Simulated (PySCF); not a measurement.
Be(Cl)(SiMe3), SMILES C[Si](C)(C)[Be][Cl] (C3H9BeClSi) at its GFN2-xTB optimised geometry (Å):

```
15

Be    -1.1662    -0.0992     0.0000
Cl    -2.9289    -0.1017    -0.0006
Si     1.0419    -0.0992     0.0000
C      1.8436     1.5808    -0.4725
C      1.8389    -1.3485    -1.2216
C      1.8423    -0.5313     1.6914
H      2.9289     1.5312    -0.4573
H      1.5462     1.8921    -1.4693
H      1.5444     2.3667     0.2145
H      1.5429    -1.1405    -2.2455
H      1.5351    -2.3667    -0.9977
H      2.9242    -1.3171    -1.1841
H      1.5352    -1.5153     2.0325
H      1.5520     0.1817     2.4573
H      2.9276    -0.5291     1.6395
```

Computed with PBE0/def2-TZVP (PySCF). Cells within 0.4 Å of a nucleus heavier than hydrogen are left out (blank, or x).

Map of the electrostatic potential (hartree/e), clipped to [-0.08, 0.12] on the plane z = 0.0 Å:

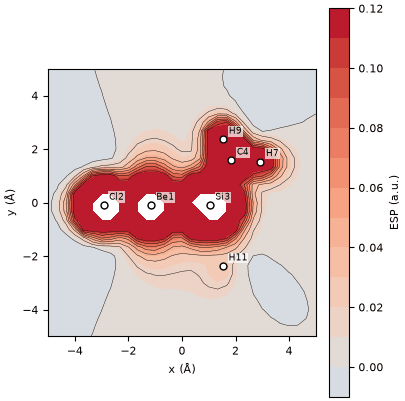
Figure: Electrostatic potential (hartree/e), clipped to [-0.08, 0.12] on the plane z = 0.0 Å.
